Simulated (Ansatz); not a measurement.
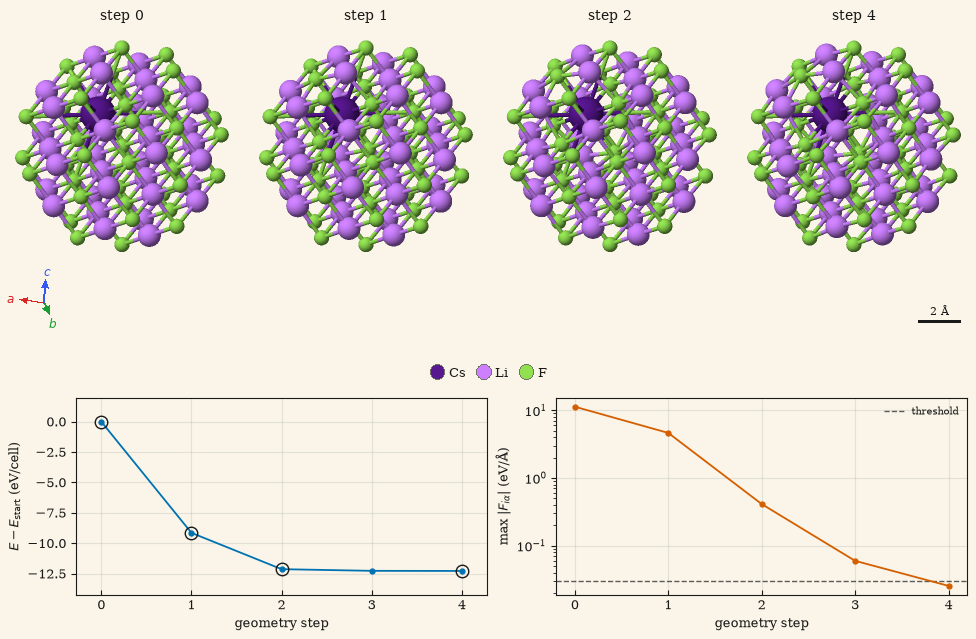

Frames of a relaxation of a defect cell of composition CsLi₂₆F₂₇, marked on the history of the run. A ball-and-stick model of the atoms within 5.0 Å of the atom that moves most (axes of the cell of the calculation (origin shifted)), seen from a free direction.

Method: Ansatz 0.2.0, DFT, PBE, plane-wave PAW, default files, scalar-relativistic. (plane-wave cutoff 420 eV; k-point mesh 3 × 3 × 3; occupations fermi dirac; smearing width 0.01 eV; no spin polarisation; atoms relaxed in a fixed cell; force threshold 0.03 eV/Å; at most 40 steps)

Q: What happens along the run?

A: The largest moves, 0.42 Å, are those of F atoms. By element the largest moves are F 0.42 Å, Li 0.11 Å. Cs stays in place. The cell doesn't change. Some distances before and after: Cs–F 2.014 → 2.429 Å, F–Li 2.014 → 1.713 Å, F–Li 2.014 → 1.899 Å, Cs–Li 2.848 → 2.951 Å. Among the angles between lasting bonds that change: F–Li–F 90.0° → 108.6°, Li–F–Li 180.0° → 161.4°, F–Li–F 90.0° → 78.6°. Over 4 geometry steps the energy falls by 12.277 eV per cell of the calculation. The largest force component goes from 11 to 0.025 eV/Å. Cost: 2.8 min on 1 thread of Arm Neoverse V1, on a shared host, peak memory 1.1 GiB. From step 0 to 1: F atoms move most (0.19 Å), energy −9.144 eV per cell of the calculation. From step 1 to 2: F atoms move most (0.19 Å), energy −2.987 eV per cell of the calculation. From step 2 to 4: Li atoms move most (0.04 Å), energy −0.146 eV per cell of the calculation.

```
step  E − E(0), meV/atom  largest force component, eV/Å
   0                0.00                        11.3305
   1             -169.33                         4.6409
   2             -224.65                         0.4120
   3             -227.19                         0.0596
   4             -227.35                         0.0254
```
